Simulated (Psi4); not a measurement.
# C2H4S− (SMILES C[CH][S-]) at 3 levels

We compute a comparison of 3 runs (UHF/STO-3G, UHF/3-21G, UBLYP/6-31G) of C2H4S−. 

Program for the calculation: Psi4 1.11.

4 further runs of the same task are left out: 2 that didn't finish, 2 set aside as unsound or not needed.

**1. The molecule**

The species is C2H4S− (7 atoms), meant as a doublet with charge -1. SMILES: `C[CH][S-]`. The coordinates come from a GFN2-xTB relaxation.

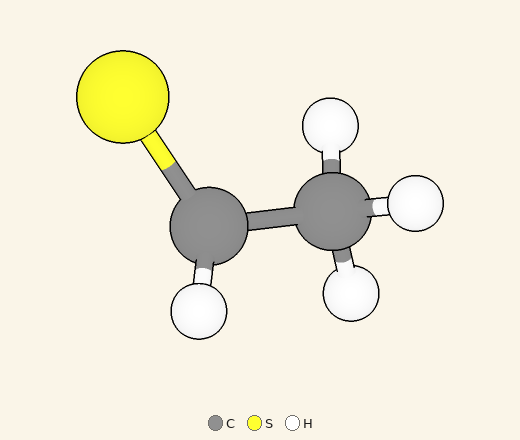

The structure, seen from a chosen angle (carbon grey, sulfur yellow, hydrogen white).

**2. The energy at UHF/STO-3G (run 1)**

Contents of input.dat:

```
memory 1600 MB

molecule m {
  -1 2
  C     -1.01249636     0.72830045    -0.21956728
  C      0.96113360    -1.24638776     0.19477407
  S      3.22965533    -0.86933071     2.44632606
  H     -2.77247389    -0.11260878    -0.93615142
  H     -0.45113432     2.19824281    -1.59744218
  H     -1.42594954     1.68433179     1.55851383
  H      1.47126517    -2.38256670    -1.44643417
  units au
  symmetry c1
}

set globals {
  basis         STO-3G
  reference     uhf
  puream        true
  e_convergence 1e-09
  d_convergence 1e-08
  scf_type      pk
  maxiter       200
}

e, wfn = energy("hf", return_wfn=True)
```

On the command line:

```sh
$ psi4 input.dat output.dat -n 1
```

output.dat:

```text
[...]
  Running in c1 symmetry.
[...]
  Nuclear repulsion =   91.120110442845657
[...]
  Multiplicity = 2
[...]
  Nalpha       = 17
  Nbeta        = 16
[...]
    Number of basis functions: 23
[...]
   @UHF iter   1:  -470.02427265985995   -2.08766e+00   9.03665e-03 ADIIS/DIIS
[...]
   @UHF iter  15:  -470.07380558249434   -3.97904e-13   4.74408e-09 DIIS
[...]
   @S^2 Observed:                7.586935226E-01
[...]
    Orbital Energies [Eh]
    ---------------------
    Alpha Occupied:
       1A    -90.167570     2A    -10.807100     3A    -10.647357
       4A     -8.113282     5A     -5.749428     6A     -5.742342
       7A     -5.740624     8A     -0.737067     9A     -0.568738
      10A     -0.404081    11A     -0.323380    12A     -0.311931
      13A     -0.224840    14A     -0.072024    15A     -0.039628
      16A      0.125007    17A      0.154421
    Alpha Virtual:
      18A      0.862973    19A      0.899183    20A      0.925167
      21A      0.947246    22A      1.046320    23A      1.088801
[...]
  @UHF Final Energy:  -470.07380558249434
   => Energetics <=
    Nuclear Repulsion Energy =             91.1201104428456574
    One-Electron Energy =                -843.8732551918226363
    Two-Electron Energy =                 282.6793391664826345
    Total Energy =                       -470.0738055824943444
  UHF NO Occupations:
  HONO-2 :   15  A 1.9987303
  HONO-1 :   16  A 1.9979472
[...]
 Multipole Moments:
 ------------------------------------------------------------------------------------
     Multipole            Electronic (a.u.)      Nuclear  (a.u.)        Total (a.u.)
 ------------------------------------------------------------------------------------
 L = 1.  Multiply by 2.5417464519 to convert [e a0] to [Debye]
 Dipole X            :          4.2690965           -4.8432730           -0.5741765
 Dipole Y            :         -1.4087537            1.7622576            0.3535039
 Dipole Z            :          3.3291936           -3.6807306           -0.3515370
 Magnitude           :                                                    0.7604090
[...]
```

Wall time 1.4 s (1 thread of Intel Xeon 6975P-C (Granite Rapids), shared host); peak memory 0.18 GiB.

**3. Energy and forces at UHF/3-21G (run 2)**

Contents of c2h4s.py:

```python
import psi4

psi4.set_memory(1600000000)
psi4.set_num_threads(1)
psi4.set_output_file('run.log', False)

mol = psi4.geometry("""
-1 2
C     -0.535790     0.385400    -0.116190
C      0.508610    -0.659560     0.103070
S      1.709060    -0.460030     1.294540
H     -1.467130    -0.059590    -0.495390
H     -0.238730     1.163260    -0.845330
H     -0.754580     0.891310     0.824730
H      0.778560    -1.260800    -0.765420
symmetry c1
no_reorient
no_com
""")

options = {'basis': '3-21G', 'reference': 'uhf', 'puream': True, 'e_convergence': 1e-09, 'd_convergence': 1e-08, 'scf_type': 'pk', 'maxiter': 200}
psi4.set_options(options)

E = psi4.gradient("scf")
print('gradient / Eh bohr^-1')
print(E.np.round(6))
```

On the command line:

```sh
$ python c2h4s.py
```

run.log (excerpt; [...] marks lines left out):

```text
[...]
  Running in c1 symmetry.
[...]
  Nuclear repulsion =   91.120110430544671
[...]
  Multiplicity = 2
[...]
  Nalpha       = 17
  Nbeta        = 16
[...]
    Number of basis functions: 39
[...]
   @UHF iter   1:  -473.07260735132445   -6.37591e-01   8.40286e-03 ADIIS/DIIS
[...]
   @UHF iter  15:  -473.15646766777786   -1.08002e-12   6.04541e-09 DIIS
[...]
   @S^2 Observed:                7.639330213E-01
[...]
  @UHF Final Energy:  -473.15646766777786
   => Energetics <=
    Nuclear Repulsion Energy =             91.1201104305446705
    One-Electron Energy =                -840.7249441292988195
    Two-Electron Energy =                 276.4483660309763309
    Total Energy =                       -473.1564676677778607
  UHF NO Occupations:
  HONO-2 :   15  A 1.9980795
  HONO-1 :   16  A 1.9973143
[...]
 Multipole Moments:
 ------------------------------------------------------------------------------------
     Multipole            Electronic (a.u.)      Nuclear  (a.u.)        Total (a.u.)
 ------------------------------------------------------------------------------------
 L = 1.  Multiply by 2.5417464519 to convert [e a0] to [Debye]
 Dipole X            :        -50.9308971           48.1880162           -2.7428809
 Dipole Y            :         16.5293606          -15.6304161            0.8989445
 Dipole Z            :        -38.7388171           36.5709437           -2.1678733
 Magnitude           :                                                    3.6098715
[...]
  -Total Gradient:
     Atom            X                  Y                   Z
    ------   -----------------  -----------------  -----------------
       1        0.015466242280    -0.008116417947     0.006493162247
       2        0.019781989701     0.011778283639     0.040099864404
       3       -0.040344642590    -0.005436881303    -0.042076594233
       4       -0.002162476250    -0.003581851831    -0.000796251979
       5        0.000187953663     0.005235749532    -0.005135997941
       6       -0.000493904844     0.002155151199     0.003765137265
       7        0.007564838037    -0.002034033285    -0.002349319762
[...]
```

On the terminal:

```text
gradient / Eh bohr^-1
[[ 0.015466 -0.008116  0.006493]
 [ 0.019782  0.011778  0.0401  ]
 [-0.040345 -0.005437 -0.042077]
 [-0.002162 -0.003582 -0.000796]
 [ 0.000188  0.005236 -0.005136]
 [-0.000494  0.002155  0.003765]
 [ 0.007565 -0.002034 -0.002349]]
```

Run time: 1.5 s. Hardware: 1 thread of Intel Xeon 6975P-C (Granite Rapids), shared host; peak memory 0.18 GiB.

**4. A single-point energy at UBLYP/6-31G (run 3)**

Contents of calc.dat:

```
memory 1600 mb

molecule geom {
  -1 2
  C     -1.01249636     0.72830045    -0.21956728
  C      0.96113360    -1.24638776     0.19477407
  S      3.22965533    -0.86933071     2.44632606
  H     -2.77247389    -0.11260878    -0.93615142
  H     -0.45113432     2.19824281    -1.59744218
  H     -1.42594954     1.68433179     1.55851383
  H      1.47126517    -2.38256670    -1.44643417
  units bohr
  symmetry c1
  no_reorient
  no_com
}

set {
  basis                6-31G
  reference            uks
  puream               true
  e_convergence        1e-09
  d_convergence        1e-08
  scf_type             pk
  dft_radial_points    99
  dft_spherical_points 590
  maxiter              200
}

energy('blyp')
```

On the command line:

```sh
$ psi4 calc.dat calc.out -n 1
```

calc.out:

```text
[...]
  Running in c1 symmetry.
[...]
  Nuclear repulsion =   91.120110442845657
[...]
  Multiplicity = 2
[...]
  Nalpha       = 17
  Nbeta        = 16
[...]
    Number of basis functions: 39
[...]
   @UKS iter   1:  -476.20947121672577    4.66444e-02   2.21613e-02 DIIS/ADIIS
[...]
   @UKS iter  13:  -476.66754582829287   -5.11591e-13   2.72062e-09 DIIS
[...]
   @S^2 Observed:                7.518845462E-01
[...]
    Orbital Energies [Eh]
    ---------------------
    Alpha Occupied:
       1A    -87.821650     2A     -9.721197     3A     -9.695610
       4A     -7.381380     5A     -5.412820     6A     -5.407818
       7A     -5.402849     8A     -0.484960     9A     -0.392040
      10A     -0.262297    11A     -0.178068    12A     -0.170361
      13A     -0.123440    14A     -0.059719    15A      0.000430
      16A      0.068321    17A      0.132016
    Alpha Virtual:
      18A      0.262492    19A      0.294813    20A      0.307101
      21A      0.317126    22A      0.368867    23A      0.419401
      24A      0.527098    25A      0.574924    26A      0.604646
[...]
  @UKS Final Energy:  -476.66754582829287
   => Energetics <=
    Nuclear Repulsion Energy =             91.1201104428456574
    One-Electron Energy =                -843.6057842838175702
    Two-Electron Energy =                 314.0450718582758896
    DFT Exchange-Correlation Energy =     -38.2269438455968782
    Empirical Dispersion Energy =           0.0000000000000000
    VV10 Nonlocal Energy =                  0.0000000000000000
    Total Energy =                       -476.6675458282928730
[...]
 Multipole Moments:
 ------------------------------------------------------------------------------------
     Multipole            Electronic (a.u.)      Nuclear  (a.u.)        Total (a.u.)
 ------------------------------------------------------------------------------------
 L = 1.  Multiply by 2.5417464519 to convert [e a0] to [Debye]
 Dipole X            :        -50.6389910           48.1880161           -2.4509749
 Dipole Y            :         16.4825666          -15.6304161            0.8521505
 Dipole Z            :        -38.5049960           36.5709438           -1.9340523
 Magnitude           :                                                    3.2363555
[...]
```

Run time: 8.1 s. Hardware: 1 thread of Intel Xeon 6975P-C (Granite Rapids), shared host; peak memory 0.62 GiB.

**5. The series**

```tsv
run	level	task	integration grid	energy (Eh)	HOMO energy (eV)	LUMO energy (eV)	⟨S²⟩	wall time
1	UHF/STO-3G	energy	–	-470.073806	4.20	16.45	0.759	1.4 s
2	UHF/3-21G	gradient	–	-473.156468	-0.78	10.19	0.764	1.5 s
3	UBLYP/6-31G	energy	99 radial × 590 angular	-476.667546	3.59	4.80	0.752	8.1 s
```

**6. What came out**

| quantity | value |
| --- | --- |
| run 3: total energy | -476.66755 Eh |
| run 3: HOMO energy (highest over α and β) | 3.59 eV |
| run 3: LUMO energy (lowest over α and β) | 4.80 eV |
| run 3: ⟨S²⟩ | 0.752 |

What this shows: In runs 1, 3 the HOMO lies above zero, so the outermost electron may be held by the basis alone. In run 1 the basis is minimal, so the values are rough. All runs together took 11 s, the longest 8.1 s.
